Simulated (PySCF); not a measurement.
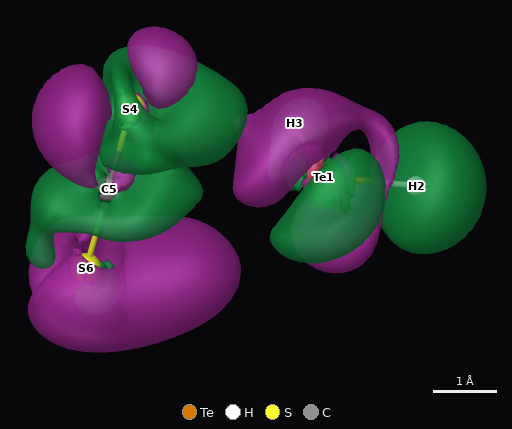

CH2S2Te, SMILES `[TeH2].S=C=S`. Density of the complex less the densities of the two fragments at the same geometry, ±0.0008 e/Å³ (green: gain, purple: loss). Fragment A: TeH2 (atoms 1–3); fragment B: CS2.

Level of theory: TPSS/def2-SVP (PySCF), at a geometry from GFN2-xTB. Core potentials replace the inner electrons of Te; spin–orbit coupling isn't included. GFN2-xTB bond lengths at metals and heavier atoms can be off by up to 0.1 Å and shapes distorted, which carries into these values.

Cartesian coordinates (Å):

```
Te1     -1.4106   -0.1112   -0.0376
H2      -2.8524   -0.7887    0.3781
H3      -1.0450   -0.0862    1.5615
S4       1.5219    1.6395    0.0050
C5       2.0218    0.1708   -0.0001
S6       2.5480   -1.2875   -0.0041
```

Which way does charge flow?

Hirshfeld charges show 0.009 e passing from B to A. By Hirshfeld charges, electrons gather most on H2 (−0.010 e) and leave S6 most (+0.015 e); 0.04 e is displaced in all, which induces a dipole of 0.33 D.

What is the interaction energy, and which contacts carry it?

The counterpoise-corrected interaction energy of the frozen fragments is +2.1 kcal/mol without dispersion correction and −0.9 kcal/mol with D3(BJ). The pair geometry is semi-empirical, not a minimum at this level. Contacts: Te1···S4, 3.42 Å, ρ = 0.013 a.u. The pose is a local one from a semi-empirical search, not shown to be the most stable.
